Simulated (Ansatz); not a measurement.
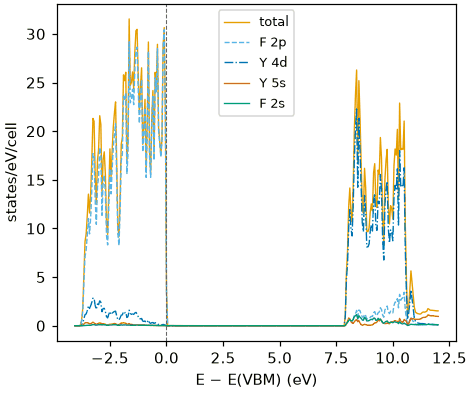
Fig. 1. Total and projected density of states of YF₃ in space group Pnma (No. 62; Y on 4c, F on 8d, F on 4c), plane-wave PAW PBEsol (Ansatz code)

**Question.** Which orbitals carry the states next to the gap?

**Answer.** Top 1 eV of the valence band: F 2p 98 %. Bottom 1 eV of the conduction band: Y 4d 85 %, F 2p 6 %. Projections are on Löwdin-orthogonalised atomic valence shells; empty p or d shells of many metals are not among them.

**Question.** Where is the tallest occupied peak in this window, and what makes it?

**Answer.** Near -1.7 eV, about 32 states/eV per cell; the largest projected share is F 2p.

The workflow started from a Materials Project entry (that database holds measured and hypothetical structures alike); the Crystallography Open Database files this formula in space group No. 62, but the cells were not matched. Its standing as an ambient phase is unchecked. The PBEsol relaxation kept the symmetry of its start; of distortions, only those at the zone centre were tested. The run is not spin-polarised. Scalar-relativistic: spin–orbit coupling is off unless named, which matters more the heavier the elements.

Potentials: the later of the program's two PAW sets.
